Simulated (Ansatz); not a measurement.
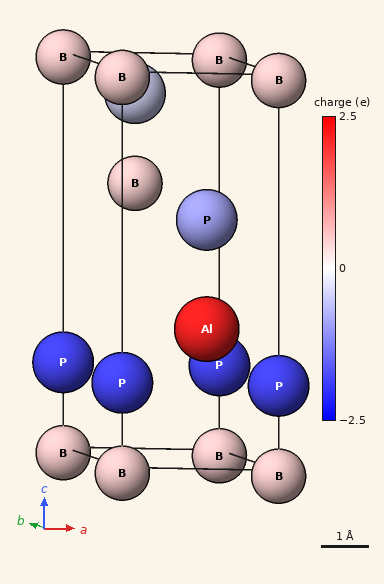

Crystal structure, spheres-only style, seen slightly off an axis. One simulation cell is framed, with atoms on its boundary repeated. The atoms of this AlB$_{2}$P$_{3}$ cell are coloured by their Bader charge.

Setup: DFT PBE, scalar-relativistic, plane waves, PAW in Ansatz 0.2.0; a plane-wave cutoff of 420 eV, k-point mesh 12×12×4, Gaussian smearing of 0.01 eV, no spin polarisation.

What do the colours say about charge transfer?

Answer. Most positive: Al; most negative: P. Charges: about Al +2.1 e; B +0.4 e; P -1.8 to -0.4 e. The transfer is large, as in an ionic solid.

It goes back to a structure type filled with these elements by a generator (whether the compound takes this form wasn't checked). Earlier steps of the study may have refined or changed the cell and positions. An electronic-structure calculation with Ansatz was run on it.
